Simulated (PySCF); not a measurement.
# Two runs on C7H4F5N

System: C7H4F5N.
Method of run 1: GIAO wB97X-D/pcSseg-2 NMR shielding, non-relativistic, gas phase (PySCF 2.14.0).

The geometry comes from this level: PBE0-D3(BJ)/def2-SVP. Text and figures count atoms from 1; the logs count them from 0 in places.

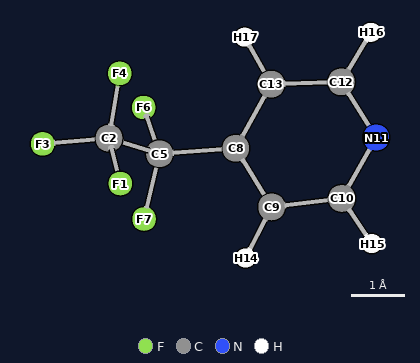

Figure 1. The structure (ball-and-stick view, seen at a tilt; atoms are numbered from 1 in the order of the input). Bond lengths as drawn: C–C 1.39 to 1.54 Å, C–F 1.32 to 1.35 Å, C–H 1.09 to 1.10 Å and C–N 1.33 Å.

### Input file, run 1
```
{"job": {"kind": "nmr", "xc": "wB97X-D", "basis": "pcSseg-2", "pop": false}, "charge": 0, "multiplicity": 1}
F     -1.904298    -1.668635     0.755857
C     -2.266137    -0.438163     0.411761
F     -3.526810    -0.459876     0.010938
F     -2.168772     0.347083     1.478702
C     -1.350427     0.085614    -0.715972
F     -1.796914     1.313455    -1.041331
F     -1.533053    -0.725463    -1.775172
C      0.098593     0.128147    -0.315408
C      0.919361    -0.978364    -0.520157
C      2.246902    -0.893673    -0.103314
N      2.765650     0.182202     0.480997
C      1.971744     1.231431     0.673404
C      0.629752     1.260697     0.296652
H      0.536969    -1.880885    -0.998999
H      2.922203    -1.743378    -0.253637
H      2.423141     2.106128     1.154839
H      0.015722     2.145376     0.471229
```

The first line tells a small driver script what to run in PySCF; the rest is the geometry in Å.

Launched with:
```bash
OMP_NUM_THREADS=2 python <driver script> task.json out
```

Hardware: 2 CPU threads, shared host.

### Output (run 1)
```
coarse grid: 16576 points
cycle   1  E = -822.9010277481  dE =  2.908e+00  |g| = 1.304e+00  |ddm| = 3.637e+00
cycle   2  E = -822.7860629627  dE =  1.150e-01  |g| = 1.668e+00  |ddm| = 1.951e+00
cycle   3  E = -823.1942622236  dE = -4.082e-01  |g| = 8.723e-02  |ddm| = 1.010e+00
cycle   4  E = -823.1952810773  dE = -1.019e-03  |g| = 5.659e-02  |ddm| = 1.088e-01
cycle   5  E = -823.1959668548  dE = -6.858e-04  |g| = 1.567e-02  |ddm| = 5.550e-02
cycle   6  E = -823.1960214081  dE = -5.455e-05  |g| = 4.393e-03  |ddm| = 1.598e-02
cycle   7  E = -823.1960256939  dE = -4.286e-06  |g| = 1.285e-03  |ddm| = 6.610e-03
final grid: 168960 points
cycle   8  E = -823.1981238147  dE = -4.858e-04  |g| = 1.596e-02  |ddm| = 1.134e-01
cycle   9  E = -823.1981234392  dE =  3.755e-07  |g| = 1.654e-02  |ddm| = 2.040e-02
cycle  10  E = -823.1981589760  dE = -3.554e-05  |g| = 1.363e-03  |ddm| = 8.264e-03
cycle  11  E = -823.1981592931  dE = -3.171e-07  |g| = 6.067e-04  |ddm| = 1.654e-03
cycle  12  E = -823.1981593664  dE = -7.325e-08  |g| = 1.002e-04  |ddm| = 8.185e-04
cycle  13  E = -823.1981593689  dE = -2.543e-09  |g| = 4.023e-05  |ddm| = 1.415e-04
cycle  14  E = -823.1981593695  dE = -5.184e-10  |g| = 1.500e-05  |ddm| = 8.904e-05
converged SCF energy = -823.1981593695

GIAO shielding tensors (ppm)
atom      isotropic    diamagn.    paramagn.     s11        s22        s33       span
  0 F      272.348     468.999    -196.650    198.935    277.244    340.866    141.932
  1 C       54.967     243.094    -188.127     45.220     57.973     61.707     16.486
  2 F      281.557     461.875    -180.318    205.665    285.443    353.562    147.897
  3 F      272.350     468.992    -196.642    198.800    277.024    341.227    142.427
  4 C       62.932     243.030    -180.097     42.738     67.014     79.044     36.305
  5 F      312.177     469.003    -156.826    228.954    352.367    355.211    126.256
  6 F      312.207     469.041    -156.834    229.218    352.205    355.199    125.981
  7 C       32.997     258.533    -225.536    -72.199     11.743    159.448    231.647
  8 C       52.511     257.411    -204.900    -63.073     43.127    177.478    240.550
  9 C       21.811     251.674    -229.863    -94.611     15.099    144.943    239.554
 10 N     -115.301     314.925    -430.225   -450.279   -198.398    302.775    753.054
 11 C       21.809     251.675    -229.866    -94.601     15.068    144.960    239.562
 12 C       52.541     257.425    -204.884    -62.994     43.138    177.479    240.474
 13 H       23.634      34.057     -10.423     20.129     20.754     30.020      9.891
 14 H       22.260      29.186      -6.926     18.285     21.348     27.147      8.861
 15 H       22.261      29.190      -6.929     18.288     21.346     27.149      8.862
 16 H       23.637      34.053     -10.416     20.141     20.760     30.010      9.869
```

The input of run 2 differs as follows (lines with − go, lines with + come):
```diff
-"xc": "wB97X-D"
-"basis": "pcSseg-2"
-"pop": false
+"xc": "PBE0"
+"basis": "pcSseg-1"
```

Predict how the results change.

The total energies belong to different models, so their difference says nothing on which is more stable or more accurate. The HOMO goes from −9.87 to −7.95 eV. The LUMO goes from 0.05 to −1.67 eV. The dipole moment goes from 0.36 to 0.29 D. Of all shieldings, the largest change is that of C8, by +8.1 ppm. The functional changes from wB97X-D to PBE0. The number of SCF iterations is the same. The basis functions go from 524 to 241.

### Output (run 2)
```
coarse grid: 16576 points
cycle   1  E = -821.8821710517  dE =  2.533e+00  |g| = 1.128e+00  |ddm| = 4.086e+00
cycle   2  E = -821.5847252529  dE =  2.974e-01  |g| = 1.810e+00  |ddm| = 1.789e+00
cycle   3  E = -822.0965626925  dE = -5.118e-01  |g| = 1.182e-01  |ddm| = 1.177e+00
cycle   4  E = -822.0971647525  dE = -6.021e-04  |g| = 1.053e-01  |ddm| = 2.007e-01
cycle   5  E = -822.0999690396  dE = -2.804e-03  |g| = 1.717e-02  |ddm| = 1.206e-01
cycle   6  E = -822.1000257596  dE = -5.672e-05  |g| = 6.245e-03  |ddm| = 2.246e-02
cycle   7  E = -822.1000331593  dE = -7.400e-06  |g| = 1.334e-03  |ddm| = 5.720e-03
final grid: 168960 points
cycle   8  E = -822.2063032199  dE = -6.820e-05  |g| = 7.918e-03  |ddm| = 4.635e-02
cycle   9  E = -822.2062944164  dE =  8.803e-06  |g| = 1.107e-02  |ddm| = 1.679e-02
cycle  10  E = -822.2063163097  dE = -2.189e-05  |g| = 1.029e-03  |ddm| = 8.679e-03
cycle  11  E = -822.2063165186  dE = -2.089e-07  |g| = 3.105e-04  |ddm| = 1.130e-03
cycle  12  E = -822.2063165361  dE = -1.751e-08  |g| = 1.244e-04  |ddm| = 3.754e-04
cycle  13  E = -822.2063165387  dE = -2.572e-09  |g| = 4.523e-05  |ddm| = 1.499e-04
cycle  14  E = -822.2063165392  dE = -4.577e-10  |g| = 1.201e-05  |ddm| = 5.272e-05
converged SCF energy = -822.2063165392

GIAO shielding tensors (ppm)
atom      isotropic    diamagn.    paramagn.     s11        s22        s33       span
  0 F      271.541     475.069    -203.529    200.651    272.344    341.627    140.976
  1 C       60.018     246.993    -186.975     50.967     62.458     66.630     15.663
  2 F      281.556     466.940    -185.384    206.360    283.569    354.738    148.378
  3 F      271.542     475.035    -203.493    200.517    272.115    341.995    141.478
  4 C       67.946     238.095    -170.149     48.967     72.196     82.675     33.708
  5 F      315.967     472.840    -156.873    229.868    352.817    365.218    135.350
  6 F      316.045     472.867    -156.822    230.222    352.769    365.144    134.922
  7 C       41.063     268.496    -227.432    -57.760     19.091    161.859    219.618
  8 C       58.013     252.586    -194.574    -51.807     47.197    178.649    230.456
  9 C       28.099     251.177    -223.078    -82.506     20.976    145.828    228.334
 10 N     -108.734     330.973    -439.707   -449.426   -183.157    306.382    755.808
 11 C       28.092     251.183    -223.091    -82.506     20.940    145.844    228.350
 12 C       58.032     252.585    -194.553    -51.746     47.203    178.640    230.386
 13 H       23.720      32.392      -8.672     20.099     21.229     29.831      9.731
 14 H       22.220      28.239      -6.019     18.126     21.617     26.917      8.791
 15 H       22.220      28.238      -6.018     18.128     21.613     26.919      8.790
 16 H       23.722      32.383      -8.661     20.112     21.231     29.823      9.711
```

### The two runs side by side

```csv
quantity,run 1,run 2
outcome,converged,converged
total energy (hartree),−823.198159,−822.206317
HOMO (eV),−9.87,−7.95
LUMO (eV),0.05,−1.67
dipole moment (D),0.36,0.29
shielding of C2 (ppm),55.0,60.0
shielding of C8 (ppm),33.0,41.1
shielding of C9 (ppm),52.5,58.0
shielding of C10 (ppm),21.8,28.1
shielding of N11 (ppm),−115.3,−108.7
shielding of C12 (ppm),21.8,28.1
shielding of C13 (ppm),52.5,58.0
SCF iterations,14,14
basis functions,524,241
wall time (shared host),2.5 min,30 s
```
